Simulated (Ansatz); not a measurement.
# CHClLi+: an energy map over bond length C2–H4 and angle H4–C2–Cl3

Aim: map the energy of CHClLi, SMILES [Li][CH+]Cl, charge +1 over two coordinates, and find its wells, ridges and stiffness.

Computed with Ansatz 0.2.0. Level: RKS r2SCAN-D4/def2-TZVP.

### 1 Starting geometry

SMILES `[Li][CH+]Cl`, 4 atoms, charge 1, spin multiplicity 1.

Atoms are counted from 1 here; the program's logs count them from 0.

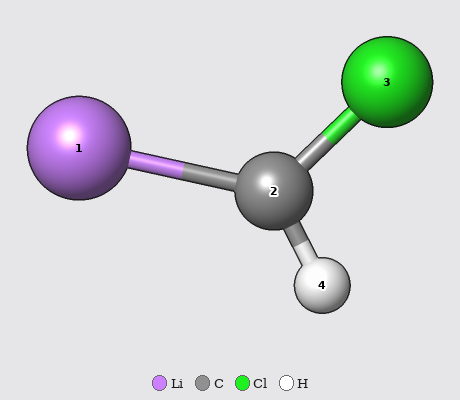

As it starts; lithium purple, carbon grey, chlorine green, hydrogen white; atoms are numbered from 1 in the order of the file.

Geometry (Å):

```xyz
4
charge 1, multiplicity 1
Li    1.3103   -0.8721    1.2106
C    -0.1357   -0.0720   -0.0828
Cl   -0.1819    1.5242   -0.5356
H    -0.9927   -0.5801   -0.5921
```

### 2 Relaxing the molecule

Input file input.yaml:

```yaml
crystal:
  periodic: [false, false, false]
  atoms:
    - { symbol: Li, position_ang: [1.310302, -0.872074, 1.210559] }
    - { symbol: C, position_ang: [-0.135698, -0.072032, -0.082842] }
    - { symbol: Cl, position_ang: [-0.181872, 1.524188, -0.53564] }
    - { symbol: H, position_ang: [-0.992732, -0.580093, -0.592077] }
total_charge: 1
basis:
  gaussian: { orbitals: def2-TZVP }
hamiltonian:
  xc: r2scan
  dispersion: d4
output:
  forces: true
relax:
  f_tol: 0.003
  max_steps: 120
```

Run with:

```bash
$ ansatz run input.yaml --threads 1 --pin off --max-ram 2560MiB --backend cpu --events-out ev --progress --plain --runs-dir out
```

Standard output, shortened:

```text
Warning: RAYON_NUM_THREADS=1 ignored (pool sized by the plan → 1); use --threads N
[...]
Functional definition: r2SCAN
[...]
609 factors; their error is unknown
[...]
mean field -13771.03158314 eV, -506.0760763398 hartree, gradient 1.6e-5 eV, S^2 0.000000; 0 other end points of the search recorded, 0 dependent functions left out
[...]
reference -13771.03159175 eV, -506.0760766563 hartree; 13, 13 occupied and 75, 75 virtual orbitals, 609 factors
relax step   1: F+E_penalty+E_count = -13771.04077957 eV  Δ(F+E_penalty+E_count) = +0.000e0 eV  max|allowed force component| = 4.647e-1 eV/Å  Δτ_max = 0.0000 Å  (28 SCF iters, accepted)
[...]
relax step   4: F+E_penalty+E_count = -13771.05017950 eV  Δ(F+E_penalty+E_count) = -3.718e-5 eV  max|allowed force component| = 1.785e-2 eV/Å  Δτ_max = 0.0045 Å  (33 SCF iters, accepted)
[...]
relax step   5: F+E_penalty+E_count = -13771.05023756 eV  Δ(F+E_penalty+E_count) = -5.806e-5 eV  max|allowed force component| = 2.915e-3 eV/Å  Δτ_max = 0.0037 Å  (33 SCF iters, accepted)
609 factors; their error is unknown
[...]
mean field -13771.04103804 eV, -506.0764238010 hartree, gradient 7.5e-6 eV, S^2 0.000000; 1 other end points of the search recorded, 0 dependent functions left out
[...]
reference -13771.04104666 eV, -506.0764241179 hartree; 13, 13 occupied and 75, 75 virtual orbitals, 609 factors
Total energy: -13771.05024618 eV, -506.0767621941 hartree
Atom 0 at     1.316179    -0.873626     1.215190 Å, force    -0.000445     0.000286    -0.000300 eV/Å
Atom 1 at    -0.143240    -0.070933    -0.088694 Å, force     0.002915     0.001397     0.001418 eV/Å
Atom 2 at    -0.185535     1.511350    -0.534980 Å, force    -0.000824    -0.002454     0.000137 eV/Å
Atom 3 at    -0.987404    -0.566803    -0.591516 Å, force    -0.001647     0.000772    -0.001255 eV/Å
Dipole moment:     0.868468    -1.234818     0.974262 e Å
```

Wall time 21 s (1 thread of Arm Neoverse V1, shared host); peak memory 0.14 GiB.

Step by step:

| step | energy from step 1 (eV) | largest force component (eV/Å) |
| --- | --- | --- |
| 1 | 0.0000 | 0.4647 |
| 2 | -0.0078 | 0.2324 |
| 3 | -0.0094 | 0.0684 |
| 4 | -0.0094 | 0.0179 |
| 5 | -0.0095 | 0.0029 |

Close pairs (by a distance rule), those that changed most:

| bond | before (Å) | after (Å) | change (Å) |
| --- | --- | --- | --- |
| C2–H4 | 1.119 | 1.101 | -0.018 |
| Li1–C2 | 2.099 | 2.115 | +0.017 |
| C2–Cl3 | 1.660 | 1.645 | -0.015 |

### 3 Setting up the map

- bond length C2–H4: 13 values from 0.969 to 1.376 Å
- angle H4–C2–Cl3: 13 values from 81.8 to 131.8 °

Nothing else is relaxed (all other coordinates rigid). Energies count from the relaxed molecule at the same level.

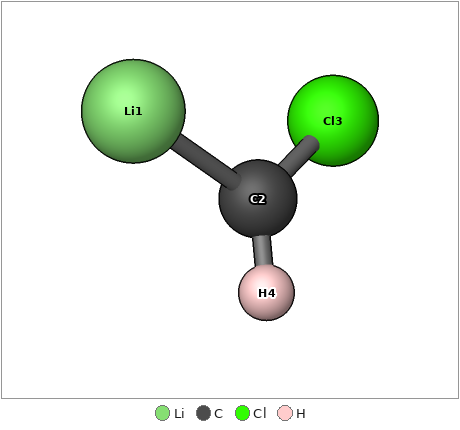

The geometry at bond length C2–H4 = 1.002 Å, angle H4–C2–Cl3 = 123.5°.

Of the runs on the grid, 3 are shown in the steps below; the others differ only in the two coordinates.

### 4 Point bond length C2–H4 = 1.002 Å, angle H4–C2–Cl3 = 123.5°

Input file input.yaml:

```yaml
crystal:
  periodic: [false, false, false]
  atoms:
    - { symbol: Li, position_ang: [1.316179, -0.873626, 1.21519] }
    - { symbol: C, position_ang: [-0.14324, -0.070933, -0.088694] }
    - { symbol: Cl, position_ang: [-0.185535, 1.51135, -0.53498] }
    - { symbol: H, position_ang: [-0.805122, -0.752961, -0.406109] }
total_charge: 1
basis:
  gaussian: { orbitals: def2-TZVP }
hamiltonian:
  xc: r2scan
  dispersion: d4
output:
  forces: true
```

Run with:

```bash
$ ansatz run input.yaml --threads 1 --pin off --max-ram 2560MiB --backend cpu --events-out ev --progress --plain --runs-dir out
```

Standard output, shortened:

```text
Warning: RAYON_NUM_THREADS=1 ignored (pool sized by the plan → 1); use --threads N
[...]
[... 1 set-up line as earlier in the session ...]
[...]
609 factors; their error is unknown
[...]
mean field -13770.60810729 eV, -506.0605138897 hartree, gradient 3.8e-5 eV, S^2 0.000000; 0 other end points of the search recorded, 0 dependent functions left out
[...]
reference -13770.60811557 eV, -506.0605141938 hartree; 13, 13 occupied and 75, 75 virtual orbitals, 609 factors
Total energy: -13770.61735440 eV, -506.0608537145 hartree
Atom 0 at     1.316179    -0.873626     1.215190 Å, force     0.093403     0.086229     0.047516 eV/Å
Atom 1 at    -0.143240    -0.070933    -0.088694 Å, force     4.027269     2.519447     2.358024 eV/Å
Atom 2 at    -0.185535     1.511350    -0.534980 Å, force    -0.651659    -0.953238    -0.238548 eV/Å
Atom 3 at    -0.805122    -0.752961    -0.406109 Å, force    -3.469012    -1.652439    -2.166992 eV/Å
Dipole moment:     0.857106    -1.261585     0.972762 e Å
```

Run time: 3.5 s. Hardware: 1 thread of Arm Neoverse V1, shared host; peak memory 0.11 GiB.

That is 42 kJ/mol from the zero.

### 5 Grid point bond length C2–H4 = 1.104 Å, angle H4–C2–Cl3 = 106.8°

input.yaml: that of step 4 with these lines changed.

```diff
@@ -6,3 +6,3 @@
     - { symbol: Cl, position_ang: [-0.185535, 1.51135, -0.53498] }
-    - { symbol: H, position_ang: [-0.805122, -0.752961, -0.406109] }
+    - { symbol: H, position_ang: [-0.990231, -0.567585, -0.593429] }
 total_charge: 1
```

Run with:

```bash
$ ansatz run input.yaml --threads 1 --pin off --max-ram 2560MiB --backend cpu --events-out ev --progress --plain --runs-dir out
```

Standard output, shortened:

```text
Warning: RAYON_NUM_THREADS=1 ignored (pool sized by the plan → 1); use --threads N
[...]
[... 1 set-up line as earlier in the session ...]
[...]
609 factors; their error is unknown
[...]
mean field -13771.04086686 eV, -506.0764175105 hartree, gradient 1.8e-5 eV, S^2 0.000000; 0 other end points of the search recorded, 0 dependent functions left out
[...]
reference -13771.04087549 eV, -506.0764178275 hartree; 13, 13 occupied and 75, 75 virtual orbitals, 609 factors
Total energy: -13771.05007471 eV, -506.0767558925 hartree
Atom 0 at     1.316179    -0.873626     1.215190 Å, force    -0.000888    -0.000346    -0.000468 eV/Å
Atom 1 at    -0.143240    -0.070933    -0.088694 Å, force    -0.079754    -0.043870    -0.048684 eV/Å
Atom 2 at    -0.185535     1.511350    -0.534980 Å, force     0.000686     0.000054     0.000611 eV/Å
Atom 3 at    -0.990231    -0.567585    -0.593429 Å, force     0.079956     0.044162     0.048540 eV/Å
Dipole moment:     0.868670    -1.234652     0.974369 e Å
```

Wall time 3.6 s (1 thread of Arm Neoverse V1, shared host); peak memory 0.11 GiB.

On the map this point reads 0 kJ/mol.

### 6 Point bond length C2–H4 = 1.274 Å, angle H4–C2–Cl3 = 131.8°

input.yaml: that of step 5 with these lines changed.

```diff
@@ -6,3 +6,3 @@
     - { symbol: Cl, position_ang: [-0.185535, 1.51135, -0.53498] }
-    - { symbol: H, position_ang: [-0.990231, -0.567585, -0.593429] }
+    - { symbol: H, position_ang: [-0.8899, -1.058357, -0.389635] }
 total_charge: 1
```

Run with:

```bash
$ ansatz run input.yaml --threads 1 --pin off --max-ram 2560MiB --backend cpu --events-out ev --progress --plain --runs-dir out
```

Standard output, shortened:

```text
Warning: RAYON_NUM_THREADS=1 ignored (pool sized by the plan → 1); use --threads N
[...]
[... 1 set-up line as earlier in the session ...]
[...]
609 factors; their error is unknown
[...]
mean field -13770.15805730 eV, -506.0439748574 hartree, gradient 5.0e-5 eV, S^2 0.000000; 0 other end points of the search recorded, 0 dependent functions left out
[...]
reference -13770.15806561 eV, -506.0439751626 hartree; 13, 13 occupied and 75, 75 virtual orbitals, 609 factors
Total energy: -13770.16733990 eV, -506.0443159867 hartree
Atom 0 at     1.316179    -0.873626     1.215190 Å, force     0.084053     0.106415     0.035216 eV/Å
Atom 1 at    -0.143240    -0.070933    -0.088694 Å, force    -0.001902    -2.564606     0.670068 eV/Å
Atom 2 at    -0.185535     1.511350    -0.534980 Å, force    -0.982683    -1.180397    -0.427130 eV/Å
Atom 3 at    -0.889900    -1.058357    -0.389635 Å, force     0.900532     3.638588    -0.278153 eV/Å
Dipole moment:     0.876673    -1.271782     0.990098 e Å
```

Run time: 4 s. Hardware: 1 thread of Arm Neoverse V1, shared host; peak memory 0.11 GiB.

On the map this point reads 85 kJ/mol.

### 7 All points together

169 points were computed. Energies in kJ/mol, from the relaxed molecule at the same level:

```csv
"angle H4–C2–Cl3 (°) ↓, bond length C2–H4 (Å) →",0.969,1.002,1.036,1.070,1.104,1.138,1.172,1.206,1.240,1.274,1.308,1.342,1.376
131.8,85,69,59,53,52,54,59,66,75,85,96,108,121
127.7,71,54,44,38,37,39,44,51,60,70,81,93,106
123.5,58,42,31,26,24,26,31,38,47,57,68,81,93
119.3,48,32,21,15,14,16,21,28,37,47,58,70,83
115.2,40,24,13,8,6,8,13,20,29,39,51,63,76
111.0,36,19,9,3,2,4,8,15,24,34,46,58,71
106.8,34,18,7,2,0,2,7,14,22,33,44,56,69
102.7,36,20,9,3,2,4,8,15,24,34,46,58,71
98.5,41,25,14,8,7,9,14,21,29,40,51,63,76
94.3,50,34,23,18,16,18,23,30,38,49,60,72,85
90.2,63,47,36,30,29,31,36,42,51,61,73,85,98
86.0,81,64,54,48,46,48,53,60,69,79,90,102,115
81.8,103,86,76,70,69,70,75,82,91,101,112,124,137
```

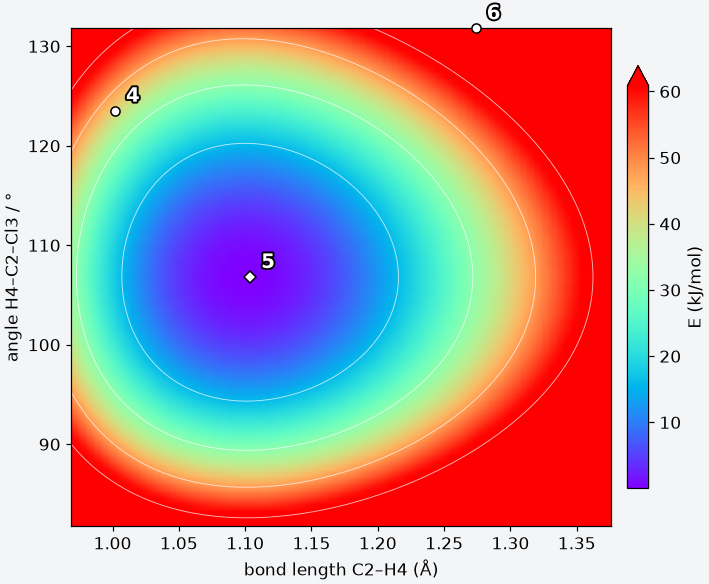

The map; numbers mark the steps of this session that print a point's run. In the figure: a smooth colour map, one colour for all values above the top of the scale.

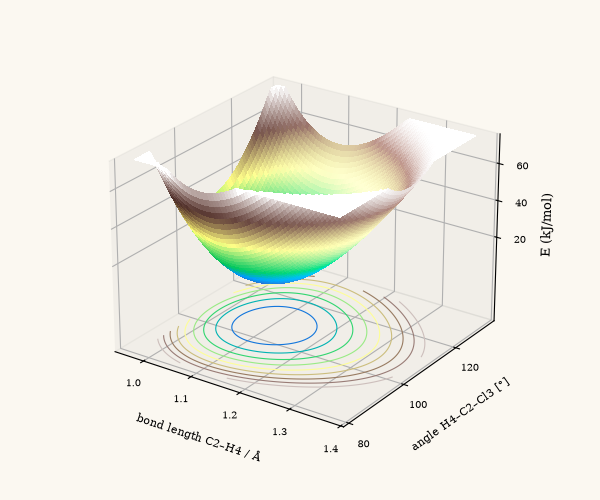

The same map in relief. The picture shows a relief with its contours projected below, any walls above the top of the colour scale cut off.

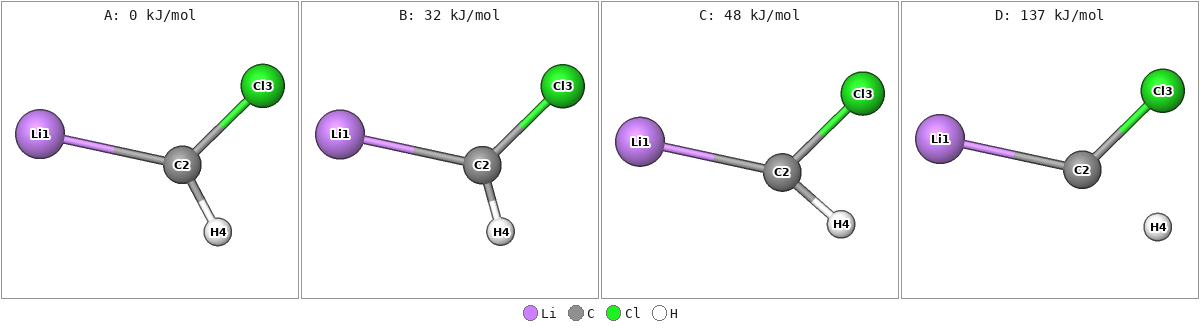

Structures on the grid, at one scale: A at bond length C2–H4 = 1.104 Å, angle H4–C2–Cl3 = 106.8°; B at bond length C2–H4 = 1.002 Å, angle H4–C2–Cl3 = 119.3°; C at bond length C2–H4 = 1.138 Å, angle H4–C2–Cl3 = 86.0°; D at bond length C2–H4 = 1.376 Å, angle H4–C2–Cl3 = 81.8°.

On the same grid, largest force on an atom (eV/Å):

| angle H4–C2–Cl3 (°) ↓, bond length C2–H4 (Å) → | 0.969 | 1.002 | 1.036 | 1.070 | 1.104 | 1.138 | 1.172 | 1.206 | 1.240 | 1.274 | 1.308 | 1.342 | 1.376 |
| --- | --- | --- | --- | --- | --- | --- | --- | --- | --- | --- | --- | --- | --- |
| 131.8 | 7.7 | 5.8 | 4.3 | 3.1 | 2.4 | 2.3 | 2.7 | 3.1 | 3.5 | 3.8 | 4.0 | 4.1 | 4.2 |
| 127.7 | 7.5 | 5.6 | 4.0 | 2.8 | 2.0 | 2.1 | 2.5 | 3.0 | 3.3 | 3.6 | 3.9 | 4.1 | 4.2 |
| 123.5 | 7.2 | 5.3 | 3.7 | 2.4 | 1.6 | 1.8 | 2.3 | 2.8 | 3.2 | 3.5 | 3.8 | 4.0 | 4.1 |
| 119.3 | 7.0 | 5.0 | 3.4 | 2.1 | 1.2 | 1.5 | 2.1 | 2.7 | 3.1 | 3.4 | 3.7 | 3.9 | 4.1 |
| 115.2 | 6.7 | 4.7 | 3.0 | 1.7 | 0.8 | 1.3 | 2.0 | 2.5 | 3.0 | 3.4 | 3.7 | 3.9 | 4.0 |
| 111.0 | 6.4 | 4.4 | 2.7 | 1.4 | 0.4 | 1.1 | 1.9 | 2.5 | 2.9 | 3.3 | 3.6 | 3.9 | 4.0 |
| 106.8 | 6.1 | 4.2 | 2.5 | 1.0 | 0.1 | 1.0 | 1.8 | 2.4 | 2.9 | 3.3 | 3.6 | 3.8 | 4.0 |
| 102.7 | 6.2 | 4.2 | 2.5 | 1.1 | 0.5 | 1.3 | 2.1 | 2.7 | 3.2 | 3.5 | 3.8 | 4.0 | 4.2 |
| 98.5 | 6.2 | 4.3 | 2.6 | 1.4 | 0.9 | 1.7 | 2.4 | 3.0 | 3.5 | 3.9 | 4.2 | 4.4 | 4.5 |
| 94.3 | 6.4 | 4.4 | 2.9 | 1.8 | 1.4 | 2.0 | 2.7 | 3.3 | 3.8 | 4.2 | 4.5 | 4.7 | 4.8 |
| 90.2 | 6.5 | 4.7 | 3.2 | 2.3 | 2.0 | 2.3 | 3.0 | 3.6 | 4.1 | 4.5 | 4.8 | 5.0 | 5.1 |
| 86.0 | 6.8 | 5.0 | 3.6 | 2.8 | 2.5 | 2.7 | 3.2 | 3.8 | 4.3 | 4.7 | 5.0 | 5.2 | 5.4 |
| 81.8 | 7.1 | 5.4 | 4.1 | 3.4 | 3.1 | 3.2 | 3.4 | 4.0 | 4.5 | 4.9 | 5.2 | 5.4 | 5.5 |

### 8 What came out

| quantity | value |
| --- | --- |
| lowest point | bond length C2–H4 = 1.104 Å, angle H4–C2–Cl3 = 106.8°, 0 kJ/mol |
| highest computed point | bond length C2–H4 = 1.376 Å, angle H4–C2–Cl3 = 81.8°, 137 kJ/mol above the lowest |
| largest force on an atom (eV/Å) | 0.1 at bond length C2–H4 = 1.104 Å, angle H4–C2–Cl3 = 106.8° to 7.7 at bond length C2–H4 = 0.969 Å, angle H4–C2–Cl3 = 131.8°; 0.1 at the lowest point |
| time for the whole task | 10 min on 1 thread, shared host |

The lowest computed point is at bond length C2–H4 = 1.104 Å, angle H4–C2–Cl3 = 106.8°, 0 kJ/mol from the relaxed molecule at the same level. The grid is coarse, so the lowest point of the scanned range may lie between grid points; coordinates that were held can hide deeper minima. The grid shows no other well, apart from its symmetry copies. The highest computed point, bond length C2–H4 = 1.376 Å, angle H4–C2–Cl3 = 81.8°, lies 137 kJ/mol above the lowest. Round the minimum the two coordinates are nearly uncoupled.
